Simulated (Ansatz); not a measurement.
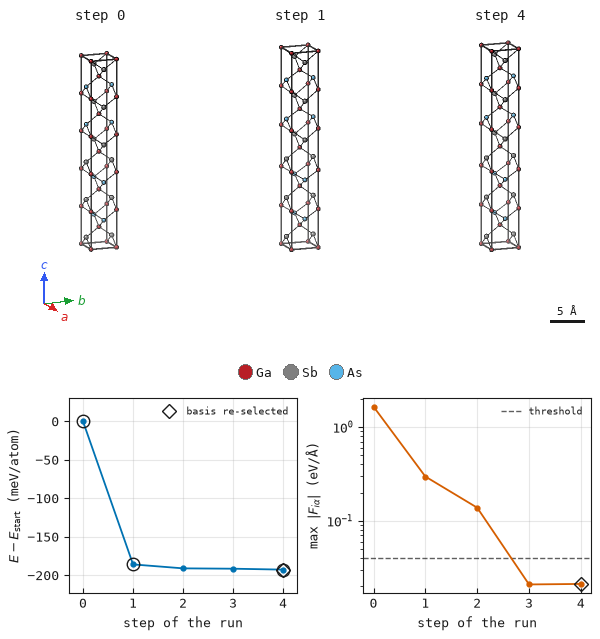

Frames of a relaxation of a crystal of Ga₅Sb₃As₂ (a generated structure, set up in I-4m2) (coarse preliminary run), marked on the history of the run. The picture is a ball-and-stick view of the conventional cell (2 times the calculation's cell), seen slightly off an axis. Lengths and directions refer to the drawn axes.

Theory: DFT PBE, scalar-relativistic, plane waves, PAW in Ansatz 0.2.0.

Input file:
```yaml
crystal:
  lattice:
    - [-2.01316851, 2.01316851, 14.23525106]
    - [2.01316851, -2.01316851, 14.23525106]
    - [2.01316851, 2.01316851, -14.23525106]
  atoms:
    - { symbol: Ga, position: [0.6, 0.6, 0.0] }
    - { symbol: Ga, position: [0.2, 0.2, 0.0] }
    - { symbol: Ga, position: [0.8, 0.8, 0.0] }
    - { symbol: Ga, position: [0.4, 0.4, 0.0] }
    - { symbol: Ga, position: [0.0, 0.0, 0.0] }
    - { symbol: Sb, position: [0.25, 0.75, 0.5] }
    - { symbol: Sb, position: [0.45, 0.95, 0.5] }
    - { symbol: Sb, position: [0.05, 0.55, 0.5] }
    - { symbol: As, position: [0.85, 0.35, 0.5] }
    - { symbol: As, position: [0.65, 0.15, 0.5] }
basis:
  ecutwfc: 420
kpoints:
  mp_grid: { grid: [6, 6, 6] }
hamiltonian:
  xc: pbe
scf:
  occupations: { method: gaussian, width: 0.1 }
  lower_state_search: "off"
output:
  forces: true
  stress: true
  eigenvalues: true
relax:
  adjacent_minimum: "off"
  f_tol: 0.04
  max_steps: 70
  cell: { stress_tol: 0.4 }
```

Run as
```bash
ansatz run input.yaml --threads 4 --pin off --max-ram 8192MiB --backend cpu --events-out ev --progress --plain --runs-dir out
```

Q: What happens along the run?

A: The largest moves relative to the cell, 0.16 Å, are those of Ga1 and Ga4. Ga4 goes along −c. By element the largest moves are Ga 0.16 Å, Sb 0.08 Å, As 0.04 Å. Cell: a = b 4.026 → 4.269 Å (+6.0 %), c 28.471 → 30.055 Å (+5.6 %). Volume +18.6 %. Among the contacts that change: Ga1–Sb8 2.466 → 2.658 Å, Ga1–As10 2.466 → 2.544 Å. Bond angles that change, for instance: As9–Ga4–As9 109.5° → 114.1°, Ga3–As9–Ga3 109.5° → 114.1°, Ga4–Sb7–Ga4 109.5° → 106.8°. The space group stays I-4m2 (No. 119). Over 3 accepted moves (4 points after the start) the energy falls by 193 meV per atom. The largest force component goes from 1.6 to 0.021 eV/Å. The pressure goes from 13.76 to 0.10 GPa. The SCF was repeated once at an unchanged geometry on a basis and grid sized afresh for the cell, which shifted the energy by 1.2 meV per atom at most. From step 0 to 1: Ga atoms move most (0.17 Å), volume +15.0 %, energy −186 meV per atom. From step 1 to 4: Ga atoms move most (0.04 Å), volume +3.1 %, energy −6.8 meV per atom.
